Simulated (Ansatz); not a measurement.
```tsv
atom	x (Å)	y (Å)	z (Å)
C	1.3019	0.9237	-0.6654
C	-0.3816	1.6624	1.9931
C	0.1376	0.9595	3.2328
C	-1.3269	1.2688	3.1103
Ge	-0.4158	0.7294	0.2662
N	-1.7245	1.3052	-0.9185
H	2.1229	0.5304	-0.0468
H	1.2819	0.3767	-1.6197
H	1.5092	1.9849	-0.8758
H	-0.7372	-0.7558	0.5737
H	-2.6729	1.2686	-0.5462
H	-1.5711	2.2459	-1.2802
H	-0.1497	2.7327	1.9316
H	0.4515	-0.0870	3.1494
H	0.7336	1.5408	3.9432
H	-1.7427	2.0631	3.7381
H	-2.0169	0.4339	2.9440
```

Geometry: B3LYP/def2-SVP.

The calculation used isolated molecule in a Gaussian basis; Kohn-Sham density functional theory, functional PBE0 (Ansatz 0.2.0).

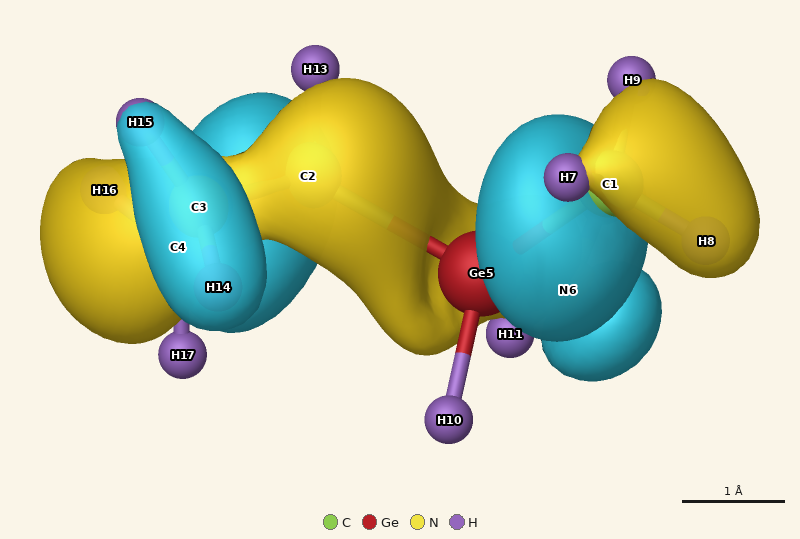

C4H11GeN. The HOMO−1 at ±0.1 Å⁻³ᐟ² (yellow and cyan are the two phases), seen from one side.

Describe this orbital and give its energy.

Answer. It lies mainly on C4 (about 20 %), C2 (about 20 %), C1 (about 15 %), Ge5 (about 15 %), C3 (about 10 %) and N6 (about 5 %). Its energy is −8.06 eV.
